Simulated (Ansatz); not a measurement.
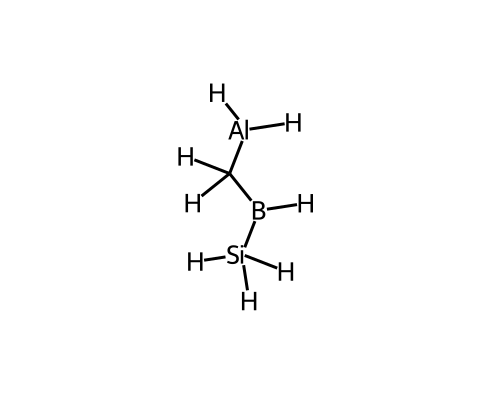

Skeletal drawing of a molecule.

Give its SMILES.

Answer. [AlH2][CH2]B[SiH3]

What is the molecular formula?

Answer. CH8AlBSi.

An optimisation with PBE0-D4/def2-TZVP gave a structure of which point group?

Answer. C1. Other conformers may differ.

More results for the same structure follow; atom numbers are the same in all pictures, views and colours differ. Computed geometry: PBE0-D4/def2-TZVP optimisation.

## Dipole moment

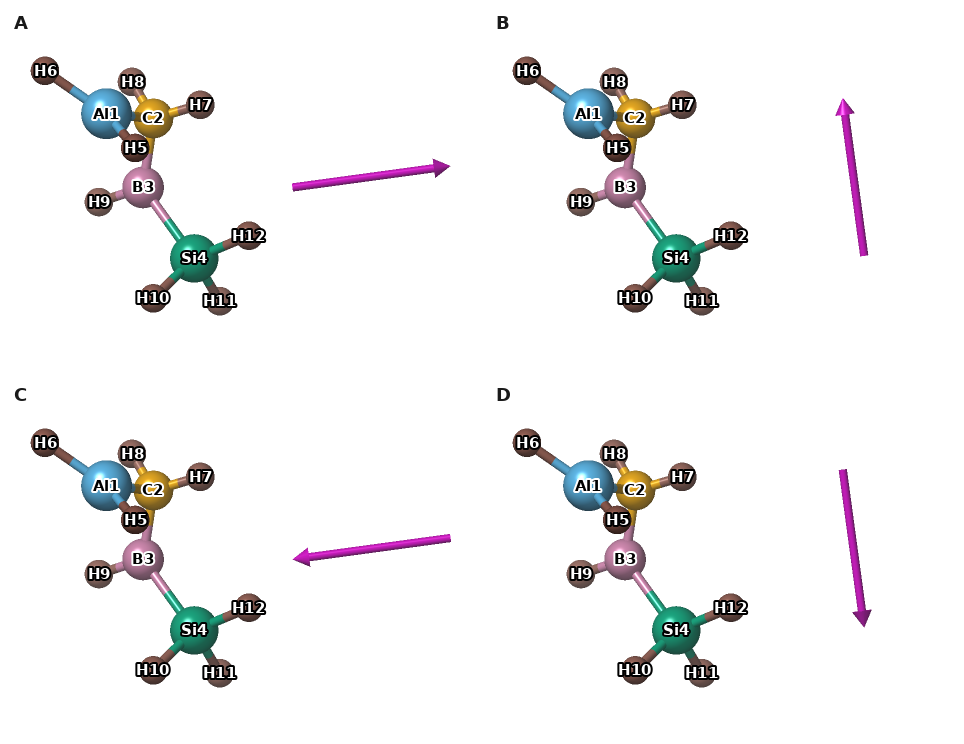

The same molecule four times, each with an arrow. Method: RKS PBE0-D4/def2-TZVP (Ansatz 0.2.0).

Which arrow points along the dipole moment, from the negative to the positive end?

Answer. B. The dipole moment is 1.93 D; it points from the side of H11 to the side of H6 (the outermost atoms at the two ends).

## Levels of theory compared

Program: Ansatz 0.2.0.

Tabulate HOMO energy (eV) at these levels: BHLYP-D4/def2-TZVPP; BLYP-D4/def2-TZVPP; PBE0-D4/def2-QZVPP; SPW92 (LDA)/def2-TZVPP; r2SCANh-D4/def2-TZVPP; revPBE-D4/def2-TZVPP; ωB97M-V/def2-SVP; ωB97X-V/def2-TZVPP.

| level | HOMO energy (eV) |
| --- | --- |
| BHLYP-D4/def2-TZVPP | −8.98 |
| BLYP-D4/def2-TZVPP | −6.52 |
| PBE0-D4/def2-QZVPP | −7.83 |
| SPW92 (LDA)/def2-TZVPP | −6.69 |
| r2SCANh-D4/def2-TZVPP | −7.33 |
| revPBE-D4/def2-TZVPP | −6.59 |
| ωB97M-V/def2-SVP | −9.95 |
| ωB97X-V/def2-TZVPP | −10.20 |

## Vibrations

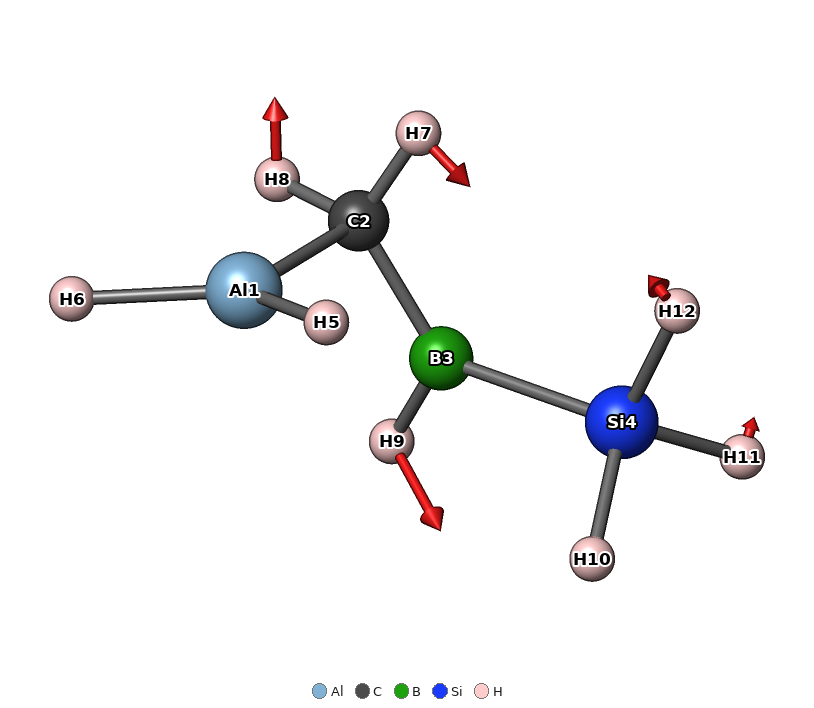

The arrows show one normal mode. Harmonic vibrations computed with RKS PBE0-D4/def2-TZVP (Ansatz 0.2.0) at a stationary point of the same level.

Describe the motion.

Answer. Mostly angle bending.

At what wavenumber does it lie?

Answer. 848 cm⁻¹; it is mode 14 of 30 counted from the lowest.
